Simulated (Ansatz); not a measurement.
Geometry relaxation, with input and output: SnNH$_{8}$F (part 2 of 2)

SnNH$_{8}$F; RKS PBE-D4/def2-SVP (Ansatz 0.2.0). It belongs to a series of runs on one base structure; here: end point B relaxed.

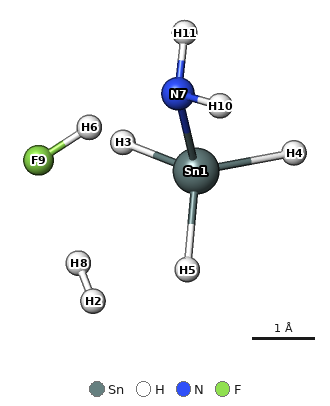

**Figure 1.** The geometry at step 19 of the log (ball-and-stick view, seen at a tilt; atoms are numbered from 1 in the order of the input).

Trajectory as extended XYZ, continued:
```
11
Properties=species:S:1:pos:R:3:forces:R:3 step=10 energy=-10159.30141
Sn   -1.0815   -0.6934   -0.5763   -0.0160  -0.0130   0.0179
H     1.8225    1.2253   -2.0058    0.0234  -0.0147   0.1803
H     0.1482   -1.7848   -1.0749   -0.0359   0.0186   0.0045
H    -2.6241   -1.4789   -0.4378    0.0387   0.0106  -0.0140
H    -1.1951    0.7430   -1.5130    0.0156  -0.0255  -0.0105
H     1.0803    0.3386    1.0798    0.2711   0.0515  -0.0546
N    -0.4848    0.0052    1.3216    0.2081   0.0765  -0.1384
H     1.9333    1.0836   -1.2473   -0.0229   0.0314  -0.1820
F     2.0267    0.4524    0.7933   -0.4031  -0.0773   0.0771
H    -1.0389    0.8222    1.6121   -0.0211  -0.0411   0.0387
H    -0.5867   -0.7132    2.0484   -0.0579  -0.0170   0.0808
11
Properties=species:S:1:pos:R:3:forces:R:3 step=11 energy=-10159.31203
Sn   -1.0470   -0.7046   -0.5423    0.0429  -0.0365  -0.0326
H     1.8319    1.3751   -2.0520    0.0530  -0.0527   0.2928
H     0.1586   -1.8373   -1.0047   -0.0214   0.0195   0.0367
H    -2.6008   -1.4679   -0.4405   -0.0108   0.0235   0.0078
H    -1.0969    0.7040   -1.5281    0.0057  -0.0245   0.0410
H     1.0415    0.2683    1.0792    0.4253   0.0361  -0.1722
N    -0.5000    0.0191    1.3677    0.1051   0.0278  -0.0432
H     1.9389    1.1704   -1.3042   -0.0513   0.0684  -0.2755
F     1.9688    0.2989    0.6916   -0.5277  -0.0366   0.1595
H    -1.0473    0.8532    1.6236    0.0101  -0.0464   0.0026
H    -0.6478   -0.6792    2.1097   -0.0308   0.0214  -0.0170
11
Properties=species:S:1:pos:R:3:forces:R:3 step=12 energy=-10159.31757
Sn   -1.0124   -0.7571   -0.5280    0.0279   0.1284   0.0782
H     1.8671    1.5463   -2.0619    0.0460  -0.1092   0.3446
H     0.1835   -1.9360   -0.8948   -0.1243   0.0238  -0.0049
H    -2.6209   -1.4018   -0.4094    0.0508  -0.0494  -0.0541
H    -0.9996    0.6667   -1.4958    0.0309  -0.0994  -0.0335
H     0.9981    0.2152    1.0433    0.4990  -0.0224  -0.2574
N    -0.5061    0.0201    1.3777    0.0182  -0.0615   0.1457
H     1.9367    1.2588   -1.3355   -0.0450   0.1252  -0.3174
F     1.8975    0.1755    0.5695   -0.5689   0.0267   0.2324
H    -1.0526    0.8662    1.5971    0.0293  -0.0494  -0.0395
H    -0.6914   -0.6538    2.1377    0.0364   0.0874  -0.0942
11
Properties=species:S:1:pos:R:3:forces:R:3 step=13 energy=-10159.32789
Sn   -1.0032   -0.7601   -0.4815    0.0496  -0.1863  -0.2415
H     1.9248    1.7160   -2.0145   -0.0082  -0.2585   0.5178
H     0.0885   -2.0536   -0.8096   -0.0635   0.1035   0.0530
H    -2.6205   -1.4130   -0.4479    0.0380   0.1186   0.0668
H    -0.8938    0.5873   -1.5546    0.0028  -0.0976   0.1050
H     0.9743    0.1899    0.9929    0.5171  -0.0916  -0.3268
N    -0.4912    0.0380    1.4152   -0.0174   0.0220  -0.0071
H     1.9168    1.3333   -1.3207    0.0133   0.2946  -0.5128
F     1.8175    0.0891    0.4181   -0.5546   0.0863   0.3480
H    -1.0295    0.8908    1.6182   -0.0021   0.0437  -0.0067
H    -0.6838   -0.6177    2.1844    0.0250  -0.0349   0.0044
11
Properties=species:S:1:pos:R:3:forces:R:3 step=14 energy=-10159.36290
Sn   -0.9961   -0.8202   -0.4772   -0.0487  -0.0075   0.0046
H     1.9099    1.8678   -1.9635   -0.0035  -0.0789   0.2035
H    -0.0104   -2.2014   -0.7185    0.0257   0.0082   0.0289
H    -2.6647   -1.3027   -0.4129   -0.0118   0.0227   0.0044
H    -0.7797    0.4670   -1.5925    0.0221  -0.0316   0.0066
H     1.0166    0.1581    0.9489    0.0321  -0.0053  -0.0243
N    -0.4837    0.0337    1.3999    0.0505  -0.0237  -0.0980
H     1.9039    1.4636   -1.2975    0.0027   0.0978  -0.1933
F     1.8213    0.0452    0.3656   -0.0899   0.0126   0.0438
H    -1.0303    0.8904    1.5640    0.0211   0.0116   0.0205
H    -0.6870   -0.6015    2.1837   -0.0004  -0.0059   0.0032
11
Properties=species:S:1:pos:R:3:forces:R:3 step=15 energy=-10159.37269
Sn   -1.0203   -0.8696   -0.4869   -0.0079   0.0618  -0.0258
H     1.8642    2.0061   -1.8264   -0.0083  -0.0188   0.0571
H    -0.0702   -2.2890   -0.6340   -0.0131  -0.0097   0.0237
H    -2.7109   -1.2618   -0.4077    0.0053   0.0027  -0.0021
H    -0.7202    0.3463   -1.6607   -0.0068  -0.0333  -0.0027
H     1.0092    0.1264    0.9050   -0.0429  -0.0635  -0.0147
N    -0.4591    0.0391    1.3400    0.0157   0.0553   0.2119
H     1.8601    1.5129   -1.2291    0.0027   0.0380  -0.0403
F     1.8126   -0.0087    0.3214    0.1413   0.0060  -0.0755
H    -0.9128    0.9458    1.5150   -0.0776  -0.0159  -0.0931
H    -0.6528   -0.5476    2.1634   -0.0085  -0.0225  -0.0385
11
Properties=species:S:1:pos:R:3:forces:R:3 step=16 energy=-10159.38288
Sn   -1.0320   -0.9066   -0.4796    0.0196  -0.0323  -0.0287
H     1.8379    2.1676   -1.7398   -0.0120  -0.0726   0.1140
H    -0.1536   -2.3942   -0.4924   -0.1164   0.1214  -0.0249
H    -2.7562   -1.1816   -0.3998    0.1315   0.0036  -0.0345
H    -0.6316    0.2171   -1.7278   -0.0516  -0.1199   0.1039
H     1.0464    0.0771    0.8433   -0.0749  -0.0241   0.0309
N    -0.4391    0.0399    1.3210    0.0122   0.1173   0.1335
H     1.8418    1.6246   -1.1853    0.0021   0.0621  -0.0854
F     1.8269   -0.0769    0.2407    0.0811   0.0089  -0.0594
H    -0.8901    0.9566    1.4613    0.0057  -0.0884  -0.0501
H    -0.6504   -0.5235    2.1585    0.0027   0.0239  -0.0993
11
Properties=species:S:1:pos:R:3:forces:R:3 step=17 energy=-10159.38813
Sn   -1.0270   -0.9322   -0.4656   -0.0833  -0.0054  -0.1395
H     1.8014    2.2123   -1.6540   -0.0086  -0.0836   0.1059
H    -0.2106   -2.4555   -0.4813   -0.0655   0.1611   0.0308
H    -2.7611   -1.1590   -0.4125    0.1426  -0.0055   0.0303
H    -0.6292    0.1504   -1.7478   -0.0009  -0.0948   0.0897
H     1.0713    0.0755    0.8138   -0.0855   0.0102   0.0485
N    -0.4144    0.0623    1.3037    0.0274  -0.0011   0.0653
H     1.8226    1.6349   -1.1350   -0.0037   0.0876  -0.0905
F     1.8467   -0.0857    0.2086    0.0765  -0.0378  -0.0519
H    -0.8683    0.9800    1.4197   -0.0056  -0.0490  -0.0506
H    -0.6315   -0.4832    2.1503    0.0066   0.0182  -0.0380
11
Properties=species:S:1:pos:R:3:forces:R:3 step=18 energy=-10159.39575
Sn   -1.0329   -0.9293   -0.4770   -0.0525  -0.0883  -0.0422
H     1.7419    2.2443   -1.5428   -0.0018  -0.1524   0.1339
H    -0.2467   -2.4617   -0.4535   -0.0049   0.0861   0.0186
H    -2.7599   -1.1642   -0.3793    0.0937   0.0498  -0.0096
H    -0.6064    0.0950   -1.7892   -0.0309  -0.0311   0.0495
H     1.0939    0.0589    0.7793   -0.0769   0.0196   0.0546
N    -0.3888    0.0865    1.2704    0.0212  -0.0169  -0.0391
H     1.7877    1.6256   -1.0711   -0.0104   0.1706  -0.1262
F     1.8684   -0.1225    0.1781    0.0683  -0.0496  -0.0462
H    -0.8357    1.0086    1.3627   -0.0033   0.0189  -0.0127
H    -0.6215   -0.4412    2.1224   -0.0024  -0.0066   0.0194
11
Properties=species:S:1:pos:R:3:forces:R:3 step=19 energy=-10159.40139
Sn   -1.0297   -0.9358   -0.4846   -0.0285  -0.0696  -0.0097
H     1.6691    2.2544   -1.4587   -0.0051  -0.1134   0.1086
H    -0.2477   -2.4663   -0.4355   -0.0067   0.0489   0.0105
H    -2.7556   -1.1475   -0.3745    0.0591   0.0316  -0.0057
H    -0.6066    0.0642   -1.8133   -0.0127  -0.0120   0.0210
H     1.1121    0.0426    0.7536   -0.0348  -0.0471   0.0672
N    -0.3655    0.1071    1.2392   -0.0057   0.0258  -0.0552
H     1.7374    1.6239   -1.0090    0.0007   0.1182  -0.0996
F     1.8911   -0.1883    0.1725    0.0327   0.0116  -0.0542
H    -0.7950    1.0398    1.3064   -0.0040   0.0145  -0.0046
H    -0.6098   -0.3940    2.1039    0.0048  -0.0086   0.0217
11
Properties=species:S:1:pos:R:3:forces:R:3 step=20 energy=-10159.40563
Sn   -1.0273   -0.9596   -0.4940    0.0092   0.0533   0.0503
H     1.5594    2.2964   -1.3028    0.0514  -0.3184   0.1965
H    -0.2554   -2.4885   -0.3895   -0.0251   0.0030   0.0007
H    -2.7542   -1.1071   -0.3563    0.0263  -0.0209  -0.0169
H    -0.5965   -0.0026   -1.8488   -0.0040  -0.0145  -0.0188
H     1.1399    0.0006    0.7100    0.0206  -0.0360   0.0165
N    -0.3328    0.1379    1.1870   -0.0387  -0.0001   0.0069
H     1.6849    1.6222   -0.9214   -0.0545   0.3161  -0.1866
F     1.9148   -0.2636    0.1312   -0.0488   0.0380   0.0001
H    -0.7373    1.0861    1.2133    0.0417  -0.0640  -0.0087
H    -0.5956   -0.3219    2.0713    0.0219   0.0434  -0.0400
11
Properties=species:S:1:pos:R:3:forces:R:3 step=21 energy=-10159.40879
Sn   -1.0240   -0.9515   -0.4972    0.0169  -0.0233   0.0211
H     1.5099    2.3023   -1.2431    0.0408  -0.1994   0.1166
H    -0.2710   -2.4871   -0.3704    0.0043  -0.0067  -0.0031
H    -2.7482   -1.1148   -0.3702   -0.0086   0.0192   0.0108
H    -0.5995   -0.0280   -1.8776    0.0119   0.0023   0.0097
H     1.1513   -0.0170    0.7015    0.0744  -0.0539  -0.0284
N    -0.3156    0.1507    1.1740   -0.0695   0.0486   0.0239
H     1.6598    1.6230   -0.8905   -0.0420   0.1927  -0.1049
F     1.9227   -0.2957    0.1202   -0.1034   0.0690   0.0355
H    -0.6995    1.1085    1.1871    0.0564  -0.0893  -0.0039
H    -0.5862   -0.2904    2.0662    0.0188   0.0410  -0.0773
11
Properties=species:S:1:pos:R:3:forces:R:3 step=22 energy=-10159.41194
Sn   -1.0224   -0.9605   -0.4962    0.0214   0.0039  -0.0160
H     1.4865    2.3084   -1.1930    0.0061  -0.0169   0.0189
H    -0.2799   -2.5003   -0.3596    0.0051  -0.0069   0.0056
H    -2.7470   -1.1072   -0.3645   -0.0159   0.0130   0.0073
H    -0.5873   -0.0499   -1.8826   -0.0027  -0.0084   0.0094
H     1.1525   -0.0270    0.6889    0.0573  -0.0243  -0.0410
N    -0.3079    0.1570    1.1599   -0.0237  -0.0025   0.0320
H     1.6479    1.6268   -0.8648   -0.0114   0.0212  -0.0143
F     1.9163   -0.3004    0.0942   -0.0667   0.0341   0.0419
H    -0.6755    1.1194    1.1599    0.0277  -0.0278  -0.0170
H    -0.5834   -0.2663    2.0576    0.0027   0.0147  -0.0269
11
Properties=species:S:1:pos:R:3:forces:R:3 step=23 energy=-10159.41395
Sn   -1.0168   -0.9726   -0.5026    0.0012   0.0142   0.0023
H     1.4302    2.3309   -1.0973   -0.0032   0.0016   0.0047
H    -0.2983   -2.5210   -0.3291   -0.0021   0.0034  -0.0030
H    -2.7439   -1.0792   -0.3531   -0.0053  -0.0014  -0.0087
H    -0.5745   -0.0992   -1.9110   -0.0019  -0.0156   0.0160
H     1.1661   -0.0511    0.6681    0.0482  -0.0057  -0.0503
N    -0.2865    0.1666    1.1310   -0.0121   0.0026   0.0589
H     1.6028    1.6345   -0.8104    0.0036   0.0029  -0.0043
F     1.9230   -0.3263    0.0640   -0.0513   0.0201   0.0389
H    -0.6230    1.1399    1.1014    0.0250  -0.0325  -0.0185
H    -0.5791   -0.2224    2.0388   -0.0021   0.0104  -0.0361
11
Properties=species:S:1:pos:R:3:forces:R:3 step=24 energy=-10159.41450
Sn   -1.0207   -0.9854   -0.4975    0.0059   0.0147  -0.0362
H     1.3910    2.3579   -1.0223    0.0102  -0.0442   0.0156
H    -0.3179   -2.5397   -0.3052   -0.0170   0.0081   0.0116
H    -2.7523   -1.0606   -0.3595    0.0239  -0.0057   0.0086
H    -0.5598   -0.1496   -1.9224   -0.0082  -0.0042   0.0105
H     1.1769   -0.0669    0.6477    0.0431  -0.0055  -0.0523
N    -0.2676    0.1713    1.1131   -0.0459   0.0022   0.0721
H     1.5778    1.6496   -0.7719   -0.0077   0.0458  -0.0186
F     1.9253   -0.3411    0.0328   -0.0267   0.0131   0.0346
H    -0.5780    1.1522    1.0568    0.0183  -0.0394  -0.0119
H    -0.5747   -0.1878    2.0284    0.0041   0.0151  -0.0339
11
Properties=species:S:1:pos:R:3:forces:R:3 step=25 energy=-10159.41492
Sn   -1.0184   -0.9858   -0.5016   -0.0190  -0.0012   0.0102
H     1.3935    2.3649   -1.0192    0.0060  -0.0212   0.0046
H    -0.3299   -2.5445   -0.2946    0.0020   0.0081  -0.0068
H    -2.7491   -1.0606   -0.3534    0.0171   0.0024  -0.0097
H    -0.5569   -0.1509   -1.9257   -0.0043  -0.0081   0.0057
H     1.1768   -0.0667    0.6456    0.0269  -0.0011  -0.0286
N    -0.2684    0.1663    1.1134   -0.0163  -0.0010   0.0312
H     1.5834    1.6562   -0.7746   -0.0064   0.0235  -0.0062
F     1.9250   -0.3344    0.0289   -0.0096   0.0013   0.0156
H    -0.5758    1.1471    1.0547    0.0069  -0.0034  -0.0070
H    -0.5803   -0.1915    2.0267   -0.0034   0.0009  -0.0091
11
Properties=species:S:1:pos:R:3:forces:R:3 step=26 energy=-10159.41492 accepted=F
Sn   -1.0153   -0.9830   -0.5013   -0.0207  -0.0001   0.0155
H     1.3859    2.3587   -1.0225    0.0055  -0.0140   0.0025
H    -0.3267   -2.5418   -0.2969    0.0027   0.0062  -0.0075
H    -2.7459   -1.0591   -0.3537    0.0155   0.0018  -0.0110
H    -0.5535   -0.1436   -1.9222   -0.0041  -0.0080  -0.0010
H     1.1824   -0.0703    0.6483    0.0206   0.0020  -0.0405
N    -0.2684    0.1672    1.1168    0.0030  -0.0111   0.0078
H     1.5794    1.6515   -0.7772   -0.0054   0.0186  -0.0044
F     1.9259   -0.3376    0.0264   -0.0245   0.0046   0.0359
H    -0.5758    1.1477    1.0552    0.0106   0.0048  -0.0064
H    -0.5881   -0.1897    2.0273   -0.0031  -0.0048   0.0091
11
Properties=species:S:1:pos:R:3:forces:R:3 step=27 energy=-10159.41512
Sn   -1.0189   -0.9852   -0.4992   -0.0075  -0.0050   0.0029
H     1.3929    2.3649   -1.0222    0.0012  -0.0025  -0.0002
H    -0.3288   -2.5431   -0.2965    0.0017   0.0010  -0.0015
H    -2.7488   -1.0599   -0.3569    0.0014   0.0006  -0.0001
H    -0.5587   -0.1522   -1.9241    0.0023   0.0019  -0.0003
H     1.1797   -0.0673    0.6452    0.0254  -0.0098  -0.0204
N    -0.2687    0.1653    1.1168   -0.0029  -0.0046  -0.0025
H     1.5836    1.6579   -0.7755   -0.0017   0.0037  -0.0013
F     1.9266   -0.3356    0.0283   -0.0185   0.0090   0.0189
H    -0.5743    1.1461    1.0553    0.0019   0.0110  -0.0034
H    -0.5847   -0.1907    2.0289   -0.0034  -0.0053   0.0078
```

The run was set up as follows.

Input file:
```yaml
crystal:
  periodic: [false, false, false]
  atoms:
    - { symbol: Sn, position_ang: [-1.167574, -0.662032, -0.70582] }
    - { symbol: H, position_ang: [1.369398, 0.695973, -1.566084] }
    - { symbol: H, position_ang: [0.026574, -1.725763, -1.340355] }
    - { symbol: H, position_ang: [-2.693909, -1.484563, -0.578453] }
    - { symbol: H, position_ang: [-1.349679, 0.781977, -1.623974] }
    - { symbol: H, position_ang: [1.687628, 0.705291, 1.171477] }
    - { symbol: "N", position_ang: [-0.485346, -0.056798, 1.18347] }
    - { symbol: H, position_ang: [1.74099, 0.831257, -0.980048] }
    - { symbol: F, position_ang: [2.533962, 1.042963, 1.041796] }
    - { symbol: H, position_ang: [-1.080099, 0.702327, 1.542739] }
    - { symbol: H, position_ang: [-0.582045, -0.830632, 1.855253] }
basis:
  gaussian: { orbitals: def2-SVP }
hamiltonian:
  xc: pbe
  dispersion: d4
relax:
  f_tol: 0.03
  max_steps: 50
```

Command:
```bash
ansatz run input.yaml --threads 2 --pin off --max-ram 3072MiB --backend cpu --events-out ev --progress --plain --runs-dir out
```

Summary:

| quantity | value |
| --- | --- |
| outcome | converged |
| total energy | −10159.4152 eV |
| mean-field energy | −10159.2503 eV |
| largest force (length of the vector) at the end | 0.034 eV/Å |
| hardware | 2 threads of Arm Neoverse V1, 24 GiB of memory available, shared host |
| wall time | 47 s (CPU time 90 s) |
| peak memory | 0.13 GiB |
